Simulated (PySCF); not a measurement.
# C4H6BCl2Ga (SMILES C#C/C=[CH]/[GaH-]1[Cl+][BH2-][Cl+]1): what the fields show

```json
{"atom": "C", "x (Å)": "4.0321", "y (Å)": "0.7167", "z (Å)": "0.0300"}
{"atom": "C", "x (Å)": "2.8404", "y (Å)": "0.5666", "z (Å)": "-0.0083"}
{"atom": "C", "x (Å)": "1.4442", "y (Å)": "0.3838", "z (Å)": "-0.0628"}
{"atom": "C", "x (Å)": "0.8323", "y (Å)": "-0.4767", "z (Å)": "-0.8917"}
{"atom": "Ga", "x (Å)": "-1.1687", "y (Å)": "-0.6249", "z (Å)": "-0.8507"}
{"atom": "Cl", "x (Å)": "-2.0296", "y (Å)": "-0.6734", "z (Å)": "1.2823"}
{"atom": "B", "x (Å)": "-2.7993", "y (Å)": "1.0274", "z (Å)": "1.0190"}
{"atom": "Cl", "x (Å)": "-2.2228", "y (Å)": "1.4170", "z (Å)": "-0.7332"}
{"atom": "H", "x (Å)": "5.0720", "y (Å)": "0.8513", "z (Å)": "0.0690"}
{"atom": "H", "x (Å)": "0.8703", "y (Å)": "1.0008", "z (Å)": "0.6293"}
{"atom": "H", "x (Å)": "1.4519", "y (Å)": "-1.0683", "z (Å)": "-1.5617"}
{"atom": "H", "x (Å)": "-2.0314", "y (Å)": "-1.5731", "z (Å)": "-1.7498"}
{"atom": "H", "x (Å)": "-3.9729", "y (Å)": "0.9363", "z (Å)": "1.0359"}
{"atom": "H", "x (Å)": "-2.3192", "y (Å)": "1.7961", "z (Å)": "1.7704"}
```

Geometry: GFN2-xTB.

These are results of PySCF, wB97X-D/def2-SVPD, SCF density, gas phase, not measurements.

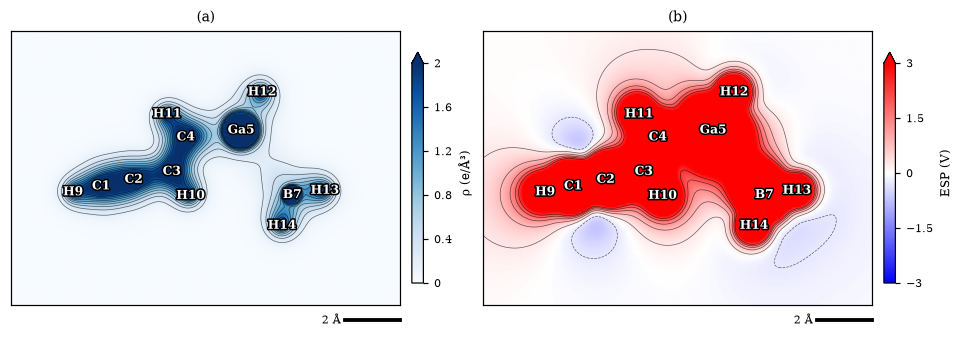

Figure 1. (a) electron density; (b) electrostatic potential on the plane of atoms C3, C4 and Ga5.

> Interpret the plot.

- The section cuts through C, Ga, B and H sites.
- C–C (1.20 Å): ρ is about 2.7 e/Å³ halfway.
- C–Ga (2.01 Å): the density is about 0.76 e/Å³ at the midpoint.
- C–H (1.05 Å): ρ at the midpoint is about 2.1 e/Å³.
- C–C (1.34 Å): the density is about 2.2 e/Å³ at the midpoint.
- B–H (1.18 Å): the density is about 1.3 e/Å³ at the midpoint.
- Outside the dense part of the molecule the potential is most negative (−0.7 V) near C1.

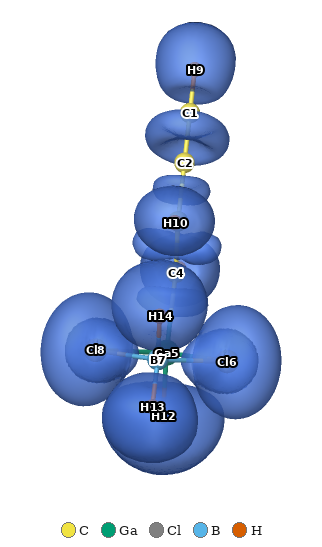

Figure 2. Isosurface of the electron localisation function at 0.8 (blue), seen at an oblique angle. Only the valence region is drawn (cores and ρ < 0.01 e/Å³ removed).

> Identify the bonds, lone pairs and shells in this picture.

The surface consists of three regions between bonded C–C atoms (shared pairs), six regions around hydrogen nuclei, one lobe of the valence shell of C pointing towards Ga (polar bonds) and two regions on Cl in which the atom's valence shell and bonds are merged.


C–C (1.20 Å): the ELF peaks at about 0.85 between the atoms; a short, multiple covalent bond. B–Cl (1.89 Å): the ELF peaks at about 0.90 between the atoms (a polar covalent bond).

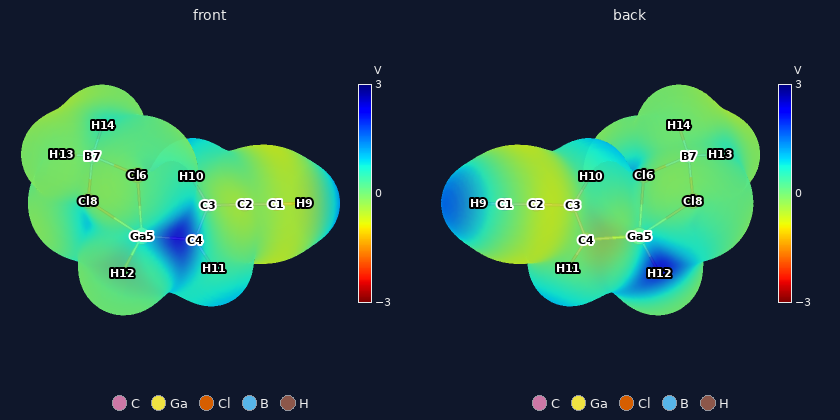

Figure 3. The molecular electrostatic potential painted on the density surface at 0.002 e/bohr³, seen from the front and from behind; red is negative and blue positive.

> Which sites attract a positive test charge, and which a negative one?

A positive charge is drawn to the negative regions and a negative charge to the positive ones. The most negative region (about −0.7 V) lies over C1 and C2, the most positive (about +2.1 V) over Ga5.
